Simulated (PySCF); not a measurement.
System: C4H6BF2Si (SMILES FB(F)C1=C[CH]C[SiH2]1) (doublet).

Input file:

```
{"job": {"kind": "epr", "basis": "pcH-1"}, "charge": 0, "multiplicity": 2}
F      3.246326     0.565861     0.030736
B      2.379478    -0.443499    -0.045098
F      2.966751    -1.633497    -0.142036
C      0.877285    -0.225473    -0.020971
C     -0.068562    -1.262357    -0.109738
C     -1.389317    -0.918887    -0.080245
C     -1.724350     0.523327     0.031417
Si    -0.026644     1.413036     0.137312
H      0.247962    -2.292240    -0.198035
H     -2.178597    -1.653707    -0.138210
H     -2.371201     0.686384     0.895628
H     -2.318710     0.828114    -0.832853
H      0.173314     2.075114     1.429558
H      0.185587     2.337352    -0.979633
```

Run with:

```sh
OMP_NUM_THREADS=1 python probes_run.py task.json out
```

Geometry: GFN2-xTB.

These are results of UKS B3LYP, pcH-1 on B C F H Si, non-relativistic, mean-field spin-orbit, GIAO (PySCF 2.14.0, density-fitted response routines), not measurements.

What will maps of the electron density, electron localisation function and spin density show?

B–F (1.33 Å): the density is about 2.2 e/Å³ at the midpoint; the ELF peaks at about 0.85 between the atoms: a shared but strongly polarised pair.
C–C (1.37 Å): the density is about 2.2 e/Å³ at the midpoint; the ELF peaks at about 0.95 between the atoms (a covalent bond).
C–B (1.52 Å): ρ is about 1.6 e/Å³ halfway; the ELF peaks at about 0.95 between the atoms; a covalent bond.
C–Si (1.88 Å): the density is about 0.94 e/Å³ at the midpoint; the ELF peaks at about 0.95 between the atoms, as expected for a shared electron pair.
The unpaired spin (1 electron) lies mostly on C4 (about 0.4), C6 (about 0.4) and B2 (about 0.1), in electrons by Hirshfeld's partition.

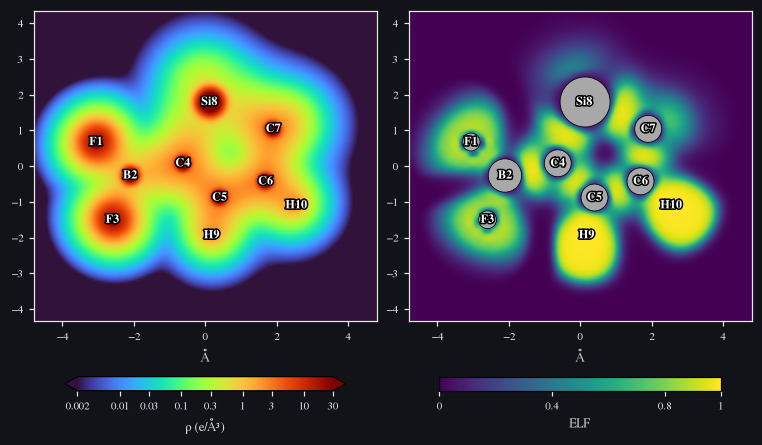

Computed electron density and electron localisation function on the plane of atoms B2, C4 and C5, in this order. Grey discs cover the atomic cores in the ELF map. 
